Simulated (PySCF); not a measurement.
```
atom   x (Å)   y (Å)    z (Å)
  Te  0.0000  0.0000  -0.2475
   F  0.0000  0.0000   1.6925
```

Level of theory: PBE0/x2c-SVPall, spin-free X2C-1e, Gaussian nucleus, at a bond length of 1.940 Å in PySCF.

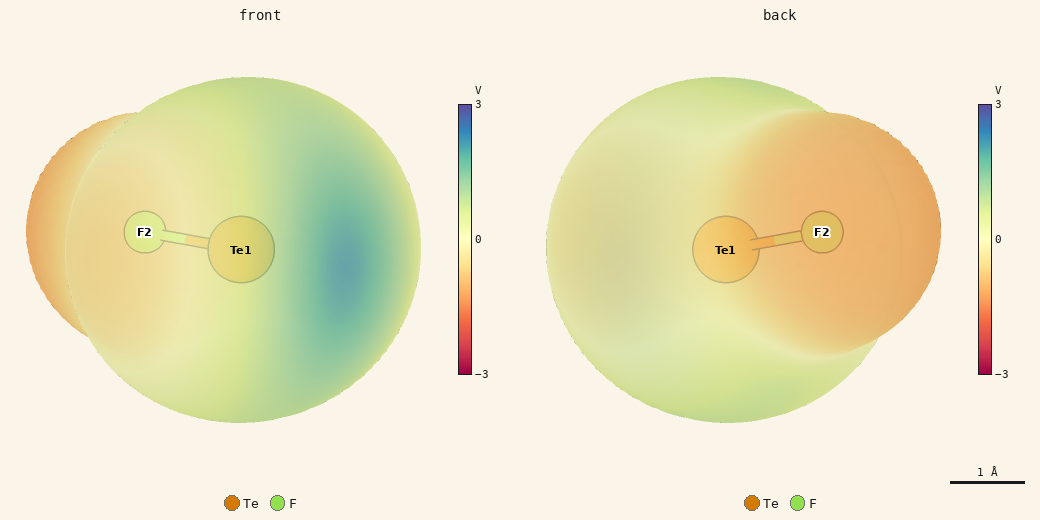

TeF (doublet). The electrostatic potential painted on the density surface at 0.001 e/bohr³, seen from the front and from behind; the colour scale runs from red (negative) to blue (positive).

Where is the surface potential most negative and most positive?

Answer. The most negative region (about −1.1 V, or −25 kcal/mol for a unit charge) lies over F2, the most positive (about +2.1 V, or +48 kcal/mol for a unit charge) over Te1.
